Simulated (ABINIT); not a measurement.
# SiC (P6_3mc): G0W0 with ABINIT, start to end, part 3 of 3

How does a plane-wave GW calculation on SiC (P6_3mc) run from the first input to the gap?

ABINIT 10.8.3; PBE and many-body steps on it, plane waves. Known limits of the many-body steps: not at the basis limit.

So far. Step 4 (Empty states on the mesh, 6×6×4 mesh, 167 bands): On this mesh the gap is 2.275 eV. Step 5 (Screening, 6×6×4 mesh, 159 bands, screening to 195.9 eV): Local fields lower ε∞ by 9 %.

### Step 6. Self-energy, 6×6×4 mesh, 159 bands, screening to 195.9 eV

The self-energy is evaluated for the states that the input lists, and the levels follow from it, in one-shot runs by the linearised quasiparticle equation.

This step: G0W0 on PBE, plane waves, norm-conserving pseudopotentials.

Input file run.abi:

```
acell 3*1.0 Angstrom
rprim 
  3.073513928196 0.000000000001 0.000000000000
  -1.536756964099 2.661741140703 0.000000000000
  0.000000000000 0.000000000000 5.045247710000
ntypat 2
znucl 14 6
natom 4
typat 1 1 2 2
xred 
  0.333333333333 0.666666666667 0.499602400000
  0.666666666667 0.333333333333 0.999602400000
  0.333333333333 0.666666666667 0.875397600000
  0.666666666667 0.333333333333 0.375397600000
pp_dirpath "pseudos"
pseudos "Si.upf, C.upf"
ecut 37
ngkpt 6 6 4
nshiftk 1
shiftk 0 0 0
kptopt 1
chksymbreak 0
istwfk *1
occopt 1
irdwfk 1
optdriver 4
nband 159
gwcalctyp 0
ecutsigx 37
symsigma 1
nkptgw 3
kptgw 
  0.0000000000 0.0000000000 0.0000000000
  0.3333333333 0.3333333333 0.0000000000
  0.5000000000 0.0000000000 0.0000000000
bdgw 
  7 10
  6 10
  7 10
ecuteps 7.2
irdscr 1
ppmodel 1
indata_prefix "in"
outdata_prefix "out"
tmpdata_prefix "tmp"
```

On the command line:

```sh
$ OMP_NUM_THREADS=1 mpirun -n 8 abinit run.abi > log
```

Numbers of over 12 decimals in the logs are rounded to 6 here.

Log:

```text
.Version 10.8.3 of ABINIT. v10.8.2 released Aug 2026.

 Symmetries : space group P6_3 m c (#186); Bravais hP (primitive hexag.)
[... echo of the input left out ...]
== DATASET  1 ==================================================================
-   mpi_nproc: 8, omp_nthreads: 1 (-1 if OMP is not activated)

--- !DatasetInfo
iteration_state: {dtset: 1, }
dimensions: {natom: 4, nkpt: 21, mband: 159, nsppol: 1, nspinor: 1, nspden: 1, mpw: 3015, }
cutoff_energies: {ecut:  37.0, pawecutdg:  -1.0, }
electrons: {nelect:   1.60000000E+01, charge:   0.00000000E+00, occopt:   1.00000000E+00, tsmear:   1.00000000E-02, }

 SIGMA: Calculation of the GW corrections

 Based on a program developped by R.W. Godby, V. Olevano, G. Onida, and L. Reining.
 Incorporated in ABINIT by V. Olevano, G.-M. Rignanese, and M. Torrent.
.Using double precision arithmetic ; gwpc =  8

[... cell and pseudopotentials left out ...]
--------------------------------------------------------------------------------

 ==== K-mesh for the wavefunctions ====
 Number of points in the irreducible wedge :    21
[... list of points left out ...]
 Together with 12 symmetry operations and time-reversal symmetry
 yields   144 points in the full Brillouin Zone.

 ==== Q-mesh for screening function ====
 Number of points in the irreducible wedge :    21
[... list of points left out ...]
 Together with 12 symmetry operations and time-reversal symmetry
 yields   144 points in the full Brillouin Zone.

 vcoul_init : cutoff-mode = AUXILIARY_FUNCTION
 q-points for optical limit:   1
     1)      0.000010    0.000020    0.000030
 setmesh: FFT mesh size selected  =    27x   27x   54
          total number of points  =        39366

 Number of electrons calculated from density =   16.0000; Expected =   16.0000
 average of density, n =  0.057443
 r_s =    1.6078
 omega_plasma =   23.1193 [eV]

 === KS Band Gaps ===
  >>>> For spin  1
   Minimum direct gap =   3.9851 [eV], located at k-point      :   0.5000  0.0000  0.0000
   Fundamental gap    =   2.2753 [eV], Top of valence bands at :   0.0000  0.0000  0.0000
                                       Bottom of conduction at :   0.3333  0.3333  0.0000
 SIGMA fundamental parameters:
 PLASMON POLE MODEL  1
 number of plane-waves for SigmaX                 2973
 number of plane-waves for SigmaC and W            251
 number of plane-waves for wavefunctions          2973
 number of bands                                   159
 number of independent spin polarizations            1
 number of spinorial components                      1
 number of k-points in IBZ                          21
 number of q-points in IBZ                          21
 number of symmetry operations                      12
 number of k-points in BZ                          144
 number of q-points in BZ                          144
 number of frequencies for dSigma/dE                 9
 frequency step for dSigma/dE [eV]                0.25
 number of omega for Sigma on real axis              0
 max omega for Sigma on real axis  [eV]           0.00
 zcut for avoiding poles [eV]                     0.10

 EPSILON^-1 parameters (SCR file):
 dimension of the eps^-1 matrix on file            251
 dimension of the eps^-1 matrix used               251
 number of plane-waves for wavefunctions          2973
 number of bands                                   159
 number of q-points in IBZ                          21
 number of frequencies                               2
 number of real frequencies                          1
 number of imag frequencies                          1

 matrix elements of self-energy operator (all in [eV])

 Perturbative Calculation

--- !SelfEnergy_ee
iteration_state: {dtset: 1, }
kpoint     : [   0.000,    0.000,    0.000, ]
spin       : 1
KS_gap     :    4.820
QP_gap     :    5.695
Delta_QP_KS:    0.875
data: !SigmaeeData |
     Band     E0 <VxcDFT>   SigX SigC(E0)      Z dSigC/dE  Sig(E)    E-E0       E
        7   7.012 -15.027 -17.600   1.955   0.793  -0.262 -15.517  -0.490   6.522
        8   7.012 -15.027 -17.600   1.955   0.793  -0.262 -15.517  -0.490   6.522
        9  11.832 -12.163  -6.994  -4.692   0.807  -0.240 -11.778   0.385  12.218
       10  13.231 -12.779  -7.194  -5.129   0.793  -0.260 -12.417   0.362  13.594

--- !SelfEnergy_ee
iteration_state: {dtset: 1, }
kpoint     : [   0.333,    0.333,    0.000, ]
spin       : 1
KS_gap     :    6.117
QP_gap     :    7.168
Delta_QP_KS:    1.051
data: !SigmaeeData |
     Band     E0 <VxcDFT>   SigX SigC(E0)      Z dSigC/dE  Sig(E)    E-E0       E
        6   2.959 -13.062 -17.039   2.884   0.781  -0.281 -13.916  -0.854   2.105
        7   2.959 -13.062 -17.039   2.884   0.781  -0.281 -13.916  -0.854   2.105
        8   3.170 -13.150 -17.127   2.878   0.782  -0.279 -14.009  -0.860   2.310
        9   9.287  -9.908  -5.628  -4.048   0.824  -0.213  -9.717   0.191   9.478
       10  15.194 -12.311  -6.198  -5.365   0.792  -0.262 -11.718   0.593  15.787

--- !SelfEnergy_ee
iteration_state: {dtset: 1, }
kpoint     : [   0.500,    0.000,    0.000, ]
spin       : 1
KS_gap     :    3.985
QP_gap     :    4.883
Delta_QP_KS:    0.898
data: !SigmaeeData |
     Band     E0 <VxcDFT>   SigX SigC(E0)      Z dSigC/dE  Sig(E)    E-E0       E
        7   3.715 -12.813 -16.235   2.424   0.789  -0.268 -13.599  -0.786   2.929
        8   5.813 -14.520 -17.600   2.260   0.790  -0.266 -15.167  -0.647   5.166
        9   9.798 -10.579  -6.048  -4.225   0.821  -0.218 -10.328   0.251  10.049
       10  11.240 -11.760  -6.959  -4.311   0.809  -0.236 -11.363   0.397  11.636

== END DATASET(S) ==============================================================
================================================================================

 -outvars: echo values of variables after computation  --------
           etotal      0.0000000000E+00
            nband         159
             nkpt          21
          spgroup         186
 [... the other variables as echoed above ...]

 Calculation completed.
```

Elapsed: 26 s, on 8 MPI ranks of Arm Neoverse V1, shared host; peak memory 2.2 GiB.

This step gave:

- G0W0 gap on the points computed: 2.956 eV
- starting gap on the mesh: 2.275 eV
- k of the valence top: 0, 0, 0
- k of the conduction bottom: 0.3333, 0.3333, 0
- Z at the valence top: 0.793
- Z at the conduction bottom: 0.824
- least direct G0W0 gap on the computed points: 4.883 eV

The gap on the mesh goes from 2.28 eV to 2.96 eV, a correction of +0.68 eV.

Limits: finite bands, cutoff and mesh. v1 is the top filled band, c1 the lowest empty one. The levels before and after the correction (eV, zero at the valence-band top of each column):

|  | conduction bottom | valence top |
| --- | --- | --- |
| Kohn-Sham | 2.28 | 0.00 |
| G0W0 | 2.96 | 0.00 |

|  | level | energy (eV) |
| --- | --- | --- |
| Kohn-Sham | Γ v2-v1 | 0.000 |
| Kohn-Sham | Γ c1 | 4.820 |
| Kohn-Sham | Γ c2 | 6.220 |
| Kohn-Sham | (0.333 0.333 0) v3-v2 | -4.053 |
| Kohn-Sham | (0.333 0.333 0) v1 | -3.842 |
| Kohn-Sham | (0.333 0.333 0) c1 | 2.275 |
| Kohn-Sham | (0.333 0.333 0) c2 | 8.182 |
| G0W0 | Γ v2-v1 | 0.000 |
| G0W0 | Γ c1 | 5.696 |
| G0W0 | Γ c2 | 7.072 |
| G0W0 | (0.333 0.333 0) v3-v2 | -4.417 |
| G0W0 | (0.333 0.333 0) v1 | -4.212 |
| G0W0 | (0.333 0.333 0) c1 | 2.956 |
| G0W0 | (0.333 0.333 0) c2 | 9.265 |

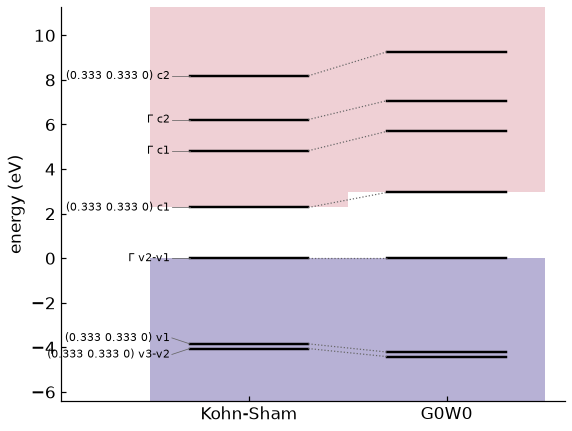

Levels before and after the correction. Shaded: valence and conduction bands.

### Step 7. Where the time went

Times are wall times on 8 MPI ranks of Arm Neoverse V1, shared host, good to a factor of about two.

| step | time | share | memory (GiB) |
| --- | --- | --- | --- |
| ground state | 5.2 s | 3 % | 0.53 |
| bands along the symmetry lines | 8.1 s | 4 % | 0.51 |
| empty states on the mesh | 65 s | 33 % | 4.3 |
| screening | 91 s | 46 % | 2.1 |
| self-energy | 26 s | 13 % | 2.2 |

### Step 8. What came out

```yaml
pbe_gap: 2.28 eV, indirect
g0w0_gap_on_the_mesh: 2.96 eV
gw_settings: 6×6×4 mesh, 159 bands, screening to 195.9 eV, Godby-Needs plasmon pole
known_limits: not at the basis limit
```

**Reading.** G0W0 moves the gap on the mesh from 2.28 eV to 2.96 eV (+0.68 eV), with Z of 0.79 and 0.82 at the edges. Local fields lower the RPA ε∞ on this mesh from 7.51 to 6.86. Only 3 of the mesh's irreducible points were corrected, so a valley elsewhere could overtake. Against experiment, by G0W0@PBE: the gap of 2.96 eV lies −0.37 eV from the measured 3.33 eV (kind not stated, quoted 2020). The calculation has static nuclei and no excitons; a measured gap holds zero-point and thermal motion, which mostly lowers it. Bands and cutoff are finite, so the gap is not at the basis limit. The miss can reach some tenths of an eV and take either sign; the mesh is an error of its own. In the G0W0 run levels were corrected at 3 k points alone, so a gap called «on the mesh» is the least over those, and an edge elsewhere would be missed.

[Paths, hosts, dates, memory and timing lines, banners, echoed tables and standing remarks are left out of the program output.]

[Logs are printed without paths, hosts, clocks, repeated set-up lines and the standing remarks that a program may print on its own settings, such as how far it seeks lower states.]

[Runs of the session that timed out or met a known fault of the program may be left out.]

[Hosts, paths, dates, database ids (printed as entryN), source tags and the programs' standing remarks are cut or masked in the printed files.]

[G0W0 gaps are taken among the corrected bands and points alone; a level outside them can change the order at an edge.]

[Where Ansatz stands beside ABINIT at settings called matched, ABINIT's density can come from a denser mesh and the files from another edition; pairs whose starting gaps differed by over 0.03 eV were left out, so agreement reads better than it is.]
